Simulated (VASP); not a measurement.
Band structure of PtP (relaxed from the wurtzite structure, space group P6_3mc). Calculation: PBEsol GGA, VASP's PBE PAW potentials (set 64) (plane waves; VASP).

Unless said otherwise, spin-orbit coupling is left out, though it shifts the bands of the heavy elements here.

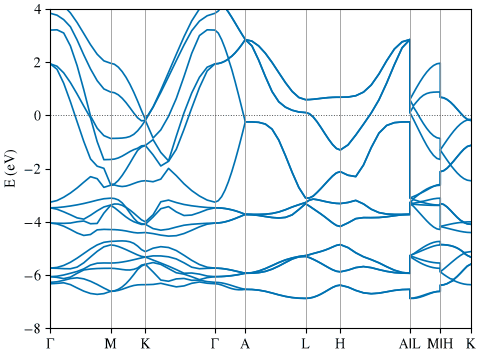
Figure: Bands along high-symmetry lines, zero at the valence-band maximum or, without a gap, the Fermi level

Question: Read the plot: is there a gap, and where are the band edges?

Answer: It has no gap at this level: it comes out as a metal or semimetal. (Edges off the drawn lines would not show.)

The structure was generated: PtP was put into the wurtzite type (P6_3mc), which need not be its known phase. It was relaxed first, which changed the volume by -16 %.
